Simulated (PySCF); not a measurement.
H₃F₃SSi₂, SMILES S[SiH2][Si](F)(F)F at its CAM-B3LYP/def2-SVP optimised geometry (Å):

```
9

F      1.6892     0.4983     1.1648
Si     1.1617    -0.4755     0.0000
F      1.8066    -1.9199     0.2654
F      1.7787     0.0641    -1.3770
Si    -1.1607    -0.4755     0.0000
S     -1.8066     1.5726     0.0000
H     -1.6413    -1.2457     1.1775
H     -1.6821    -1.0834    -1.2483
H     -1.0666     1.9199     1.0749
```

Method: CAM-B3LYP/def2-TZVP in PySCF. Cells within 0.4 Å of a nucleus heavier than hydrogen are left out (blank, or x).

Map of the log10 of the electron density (e/bohr³), floored at −4 on the plane z = 0.0 Å:

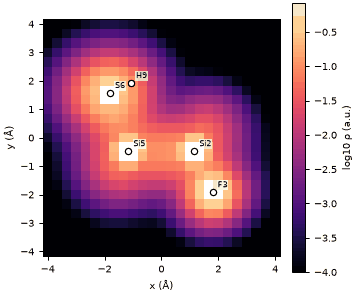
Figure. Log10 of the electron density (e/bohr³), floored at −4 on the plane z = 0.0 Å.
